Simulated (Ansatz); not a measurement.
A series of calculations on AlBH$_{5}$O$_{2}$F

**1. Relaxation**

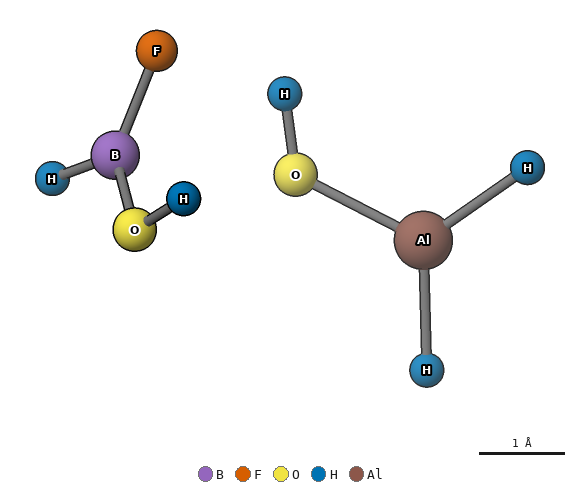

This is the input geometry for a relaxation of AlBH₅O₂F. Style: ball-and-stick. Shown at a tilt.

The run prepares an end point of a later path (reaction) calculation, from a guessed geometry.

These are results of RKS r2SCAN-D4/def2-SVP in Ansatz 0.2.0, not measurements.

Input file:
```yaml
crystal:
  periodic: [false, false, false]
  atoms:
    - { symbol: B, position_ang: [-0.074564, -0.229707, -0.429529] }
    - { symbol: F, position_ang: [-0.394458, -1.027531, 0.594794] }
    - { symbol: O, position_ang: [1.211708, -0.127512, -0.81922] }
    - { symbol: H, position_ang: [1.804456, -0.629139, -0.242273] }
    - { symbol: H, position_ang: [-0.944646, 0.288738, -1.070972] }
    - { symbol: O, position_ang: [-0.219294, 1.512214, 1.507715] }
    - { symbol: Al, position_ang: [0.919735, 2.443182, 2.390537] }
    - { symbol: H, position_ang: [1.398522, 1.90256, 3.803705] }
    - { symbol: H, position_ang: [1.422194, 3.772783, 1.70893] }
    - { symbol: H, position_ang: [-0.602853, 0.674812, 1.849213] }
basis:
  gaussian: { orbitals: def2-SVP }
hamiltonian:
  xc: r2scan
  dispersion: d4
relax:
  f_tol: 0.03
  max_steps: 50
output:
  orbitals: {}
```

Launched with:
```bash
ansatz run input.yaml --threads 4 --pin off --max-ram 5120MiB --backend cpu --events-out ev --progress --plain --runs-dir out
```

### Where does the relaxation end?

The largest move after the best rigid fit is that of O3, 1.30 Å. By element the largest moves are O 1.30 Å, H 1.08 Å, Al 0.97 Å, B 0.75 Å, F 0.22 Å. Some distances before and after: O3–Al7 4.123 → 1.882 Å, B1–Al7 4.011 → 2.552 Å, B1–O6 2.609 → 1.545 Å, B1–O3 1.348 → 1.545 Å. New bonds form, among them: B1–O6 (2.61 → 1.55 Å), O3–Al7 (4.12 → 1.88 Å). Bond angles that change, for instance: F2–B1–O3 119.7° → 109.5°, O3–B1–H5 120.3° → 113.1°, Al7–O6–H10 122.9° → 129.9°. Over 18 geometry steps the energy falls by 31.4 kcal/mol. Largest force component: 0.77 eV/Å at the start, 0.026 eV/Å at the end.

Step by step:

| step | E − E(0), kcal/mol | largest force component, eV/Å |
| --- | --- | --- |
| 0 | 0.00 | 0.7743 |
| 1 | -0.34 | 0.2632 |
| 2 | -0.48 | 0.1994 |
| 3 | -0.53 | 0.3199 |
| 4 | -0.78 | 0.2751 |
| 5 | -1.11 | 0.3803 |
| 6 | -1.60 | 0.9217 |
| 7 | -3.68 | 0.8380 |
| 8 | -8.45 | 1.2710 |
| 9 | -17.48 | 0.9062 |
| 10 | -25.95 | 1.6353 |
| 11 | -27.68 | 1.1811 |
| 12 | -28.81 | 1.0433 |
| 13 | -30.22 | 0.2648 |
| 14 | -30.74 | 0.2922 |
| 15 | -30.77 | 0.8128 |
| 16 | -31.33 | 0.1806 |
| 17 | -31.37 | 0.1535 |
| 18 | -31.40 | 0.0264 |

Final geometry:

```xyz
10

B    -0.1420    0.1881    0.1883
F    -0.2311   -1.0620    0.7409
O     1.3306    0.6566    0.2091
H     1.9646   -0.0541    0.0535
H    -0.6702    0.3271   -0.8958
O    -0.5963    1.2421    1.2232
Al    1.1366    1.8219    1.6744
H     1.6586    1.1944    3.0337
H     1.3845    3.3296    1.2745
H    -1.3146    0.9367    1.7911
```

The end point in the same view:

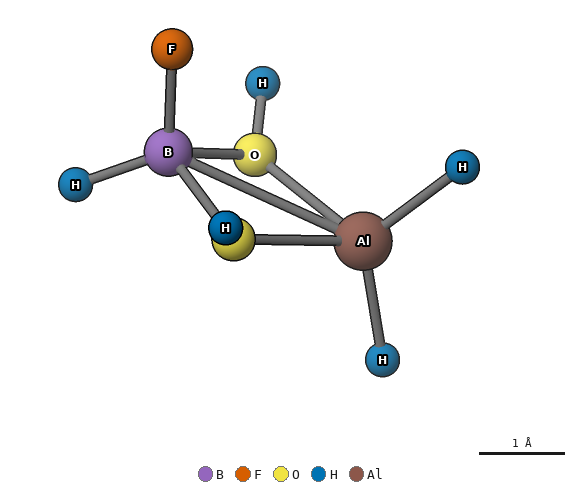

**2. Relaxation**

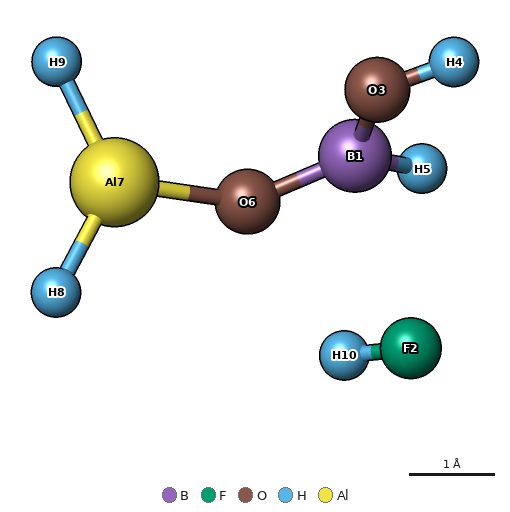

AlBH₅O₂F, before the relaxation. A ball-and-stick model, seen face on.

The run prepares an end point of a later path (reaction) calculation, from a guessed geometry.

These are results of RKS r2SCAN-D4/def2-SVP (Ansatz 0.2.0), not measurements.

Input file:
```yaml
crystal:
  periodic: [false, false, false]
  atoms:
    - { symbol: B, position_ang: [0.09847, 0.546087, -0.009002] }
    - { symbol: F, position_ang: [-0.249575, -1.350819, 1.621508] }
    - { symbol: O, position_ang: [1.358439, 0.278766, -0.45361] }
    - { symbol: H, position_ang: [1.363705, -0.305531, -1.220876] }
    - { symbol: H, position_ang: [-0.890619, 0.177745, -0.598525] }
    - { symbol: O, position_ang: [-0.019998, 1.360727, 1.104756] }
    - { symbol: Al, position_ang: [0.915261, 2.48709, 2.008632] }
    - { symbol: H, position_ang: [0.954766, 2.236104, 3.571997] }
    - { symbol: H, position_ang: [1.575279, 3.723177, 1.270453] }
    - { symbol: H, position_ang: [-0.584928, -0.572946, 1.997567] }
basis:
  gaussian: { orbitals: def2-SVP }
hamiltonian:
  xc: r2scan
  dispersion: d4
relax:
  f_tol: 0.03
  max_steps: 50
output:
  orbitals: {}
```

Launched with:
```bash
ansatz run input.yaml --threads 4 --pin off --max-ram 5120MiB --backend cpu --events-out ev --progress --plain --runs-dir out
```

What does the optimiser find from here?

Answer. The atom that moves furthest after the best rigid fit is H8 (1.30 Å). Largest moves by element: H 1.30 Å, O 0.70 Å, Al 0.64 Å, F 0.59 Å, B 0.20 Å. Near-neighbour distances that change, for instance: O3–Al7 3.337 → 2.013 Å, B1–Al7 2.916 → 2.383 Å, O6–Al7 1.721 → 1.843 Å, B1–O3 1.363 → 1.432 Å. New bonds form, among them: O3–Al7 (3.34 → 2.01 Å). Bond angles that change, for instance: B1–O6–Al7 139.6° → 95.8°, H5–B1–O6 120.1° → 130.8°, B1–O3–H4 112.6° → 123.0°. Groups turn about O6–Al7 by about 35°. After 22 accepted moves (24 points after the start) the energy has fallen by 40.7 kJ/mol. The largest force component goes from 0.63 to 0.021 eV/Å. The line search rejected the trial steps at points 12, 21 of the run. The forces were under the threshold at step 7, but the run went on from there.

Step by step:

```tsv
step	E − E(0), kJ/mol	largest force component, eV/Å	note
0	0.00	0.6279	
1	-2.84	1.6114	
2	-6.27	1.5023	
3	-8.12	0.6760	
4	-9.52	0.4248	
5	-9.90	0.2921	
6	-10.42	0.1615	
7	-10.52	0.0210	
8	-10.59	0.0694	
9	-10.78	0.0563	
10	-10.88	0.1011	
11	-11.06	0.2285	
12	-10.98	0.3652	rejected
13	-11.40	0.0935	
14	-11.88	0.0770	
15	-13.14	0.1625	
16	-16.15	0.2764	
17	-22.16	0.3297	
18	-30.17	0.5201	
19	-37.46	0.6205	
20	-38.09	0.5933	
21	-38.07	0.7030	rejected
22	-40.64	0.0867	
23	-40.72	0.0436	
24	-40.74	0.0208
```

The structure at the end:

```xyz
10

B    -0.0966    0.5843    0.0394
F    -0.4870   -1.0938    2.0969
O     1.3150    0.8171   -0.0083
H     1.8979    0.3842   -0.6436
H    -0.6447   -0.1109   -0.7709
O    -0.5894    1.2847    1.0627
Al    1.0195    2.0244    1.5751
H     1.6669    1.3988    2.8732
H     1.2565    3.5109    1.0884
H    -0.8172   -0.2193    1.9801
```

After the run, drawn alike:

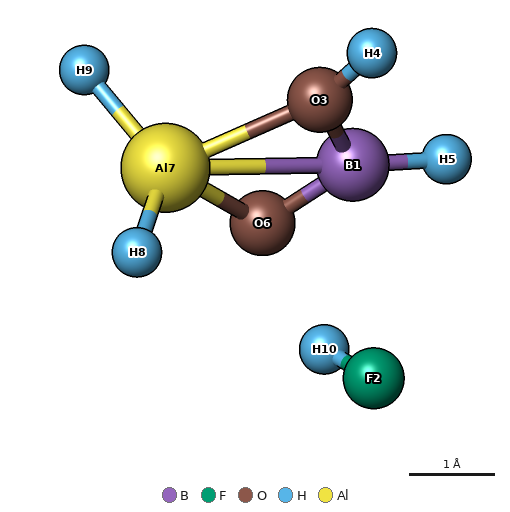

Limits of the set-up: the start holds two separate molecules, 2.2 Å apart at their closest, whose relative position is a soft coordinate.

**3. Path**

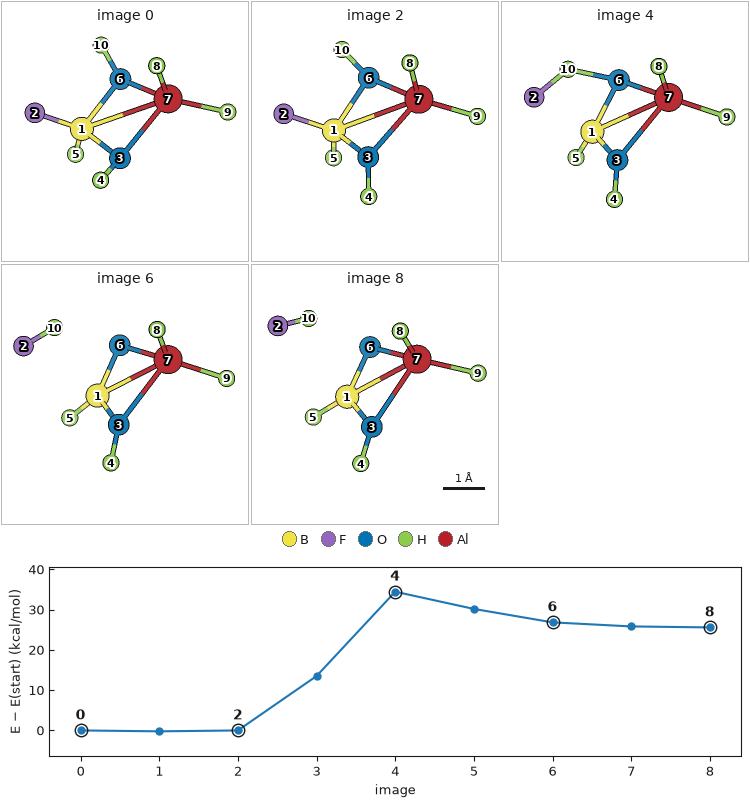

A nudged-elastic-band calculation for AlBH₅O₂F. Images are numbered from 0 (start) to 8 (end). Style: ball-and-stick. Shown at a tilt.

The calculation used Ansatz, RKS r2SCAN-D4/def2-SVP. Run with 7 movable images; climbing image; force threshold 0.05 eV/Å; iteration limit 60; starting path through a guess of the saddle point.

> Describe the mechanism and the energy profile.

Breaking: B1–F2 (1.37 → 1.76 at the top → 2.68 Å), O6–H10 (0.97 → 1.34 at the top → 1.78 Å). Forming: F2–H10 (2.50 → 1.09 at the top → 0.94 Å). Forward barrier 34.5 kcal/mol, backward barrier 8.9 kcal/mol, with image 4 at the top; the reaction energy is +25.6 kcal/mol. Image 1 lies below both ends, at −0.2 kcal/mol, which points to an intermediate minimum that so few images don't resolve. The band is converged.

Cost: 4.1 min on 4 threads of Arm Neoverse V2 (shared host), peak memory 0.16 GiB.
